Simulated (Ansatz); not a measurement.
## Electronic structure of CH6FInSi in real space

```yaml
atoms:
  - { symbol: C, position_ang: [-2.3326, 0.9510, -2.0547] }
  - { symbol: F, position_ang: [0.5527, -0.5785, -2.8890] }
  - { symbol: In, position_ang: [-0.4466, 0.1901, -1.3583] }
  - { symbol: Si, position_ang: [0.9371, -0.0549, 0.7967] }
  - { symbol: H, position_ang: [-2.9126, 1.4171, -1.2470] }
  - { symbol: H, position_ang: [-2.9065, 0.1180, -2.4869] }
  - { symbol: H, position_ang: [-2.1399, 1.6903, -2.8460] }
  - { symbol: H, position_ang: [2.2690, 0.6008, 0.6209] }
  - { symbol: H, position_ang: [0.2476, 0.5719, 1.9666] }
  - { symbol: H, position_ang: [1.1510, -1.5047, 1.0929] }
```

Geometry: PBE0-D3(BJ)/def2-SVP; core potentials replace the inner electrons of In.

The calculation used Ansatz, isolated molecule in a Gaussian basis; Kohn-Sham density functional theory, functional PBE0.

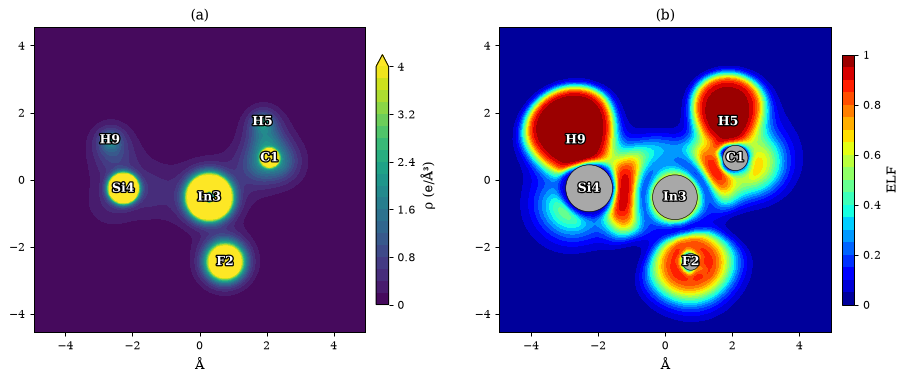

Figure 1. (a) electron density; (b) ELF on the plane of atoms C1, In3 and Si4. Grey discs cover the atomic cores in the ELF map.

**Describe what can be read from this map.**

- Atoms in the plane: C, F, In, Si and H.
- In–F (1.98 Å): ρ is about 0.73 e/Å³ halfway; the ELF peaks at about 0.80 in the valence shell of F, 0.5 Å from its nucleus, and drops to about 0.15 between the two atoms.
- C–In (2.15 Å): ρ is about 0.68 e/Å³ halfway; the ELF peaks at about 0.90 in the valence shell of C, 0.7 Å from its nucleus, and drops to about 0.20 between the two atoms.
- In–Si (2.57 Å): ρ at the midpoint is about 0.47 e/Å³; the ELF peaks at about 0.95 between the atoms, as expected for localised, covalent bonding.
- C–H (1.10 Å): the density is about 1.9 e/Å³ at the midpoint; the ELF climbs to about 1 towards the hydrogen, as it does in any bond to H: a covalent bond by its length.
- Si–H (1.50 Å): ρ at the midpoint is about 0.78 e/Å³; the ELF climbs to about 1 towards the hydrogen.
- The ELF also peaks beside F2, away from the bonds: lone-pair regions.

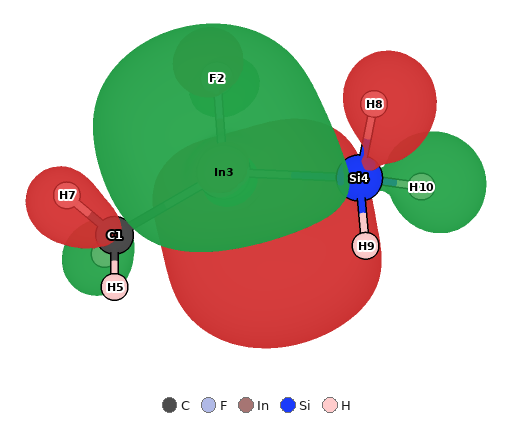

Figure 2. The LUMO at ±0.05 Å⁻³ᐟ² (green and red are the two phases), seen at a tilt.

**What is the character of this orbital?**

By Hirshfeld shares it lies mainly on In3 (about 70 %) and Si4 (about 15 %). Its energy is −1.78 eV.

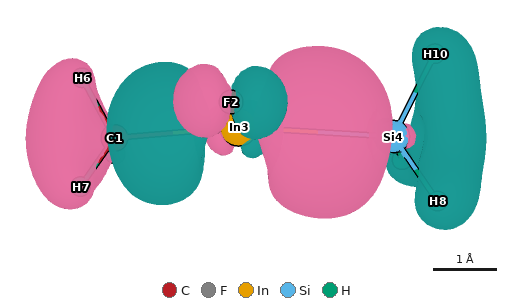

Figure 3. The HOMO at ±0.1 Å⁻³ᐟ² (teal and pink are the two phases), seen from one side.

**Where does this orbital lie, and at what energy?**

It lies mainly on Si4 (about 30 %), In3 (about 25 %), C1 (about 25 %) and F2 (about 5 %). Its energy is −7.53 eV.
